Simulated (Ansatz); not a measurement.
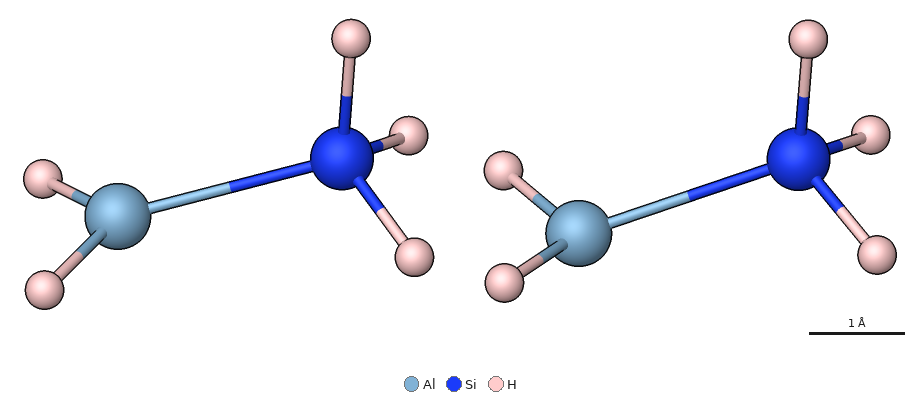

Two geometries of AlSiH5, drawn at one scale. One is the start of a relaxation, the other its converged end. Style: ball-and-stick. Shown from a free direction.

Computed with RKS PBE0-D4/def2-TZVP in Ansatz. Settings: force threshold 0.005 eV/Å; at most 200 steps.

Which one is relaxed?

Answer. The left one is the relaxed one. It is one of the separated reactants of a reaction. Over 5 geometry steps the energy falls by 3.44 kcal/mol. Largest force component: 0.83 eV/Å at the start, 0.0004 eV/Å at the end. The largest move after the best rigid fit is that of the Al atom, 0.20 Å. Largest moves by element: Al 0.20 Å, H 0.10 Å, Si 0.04 Å. Some distances before and after: Al–Si 2.473 → 2.457 Å, Al–H 1.599 → 1.589 Å, H–Si 1.500 → 1.491 Å. Among the angles between lasting bonds that change: Al–Si–H 114.3° → 109.6°, Si–Al–H 116.6° → 120.9°, Si–Al–H 116.2° → 120.2°. The run took roughly 16 core-seconds on a shared host.
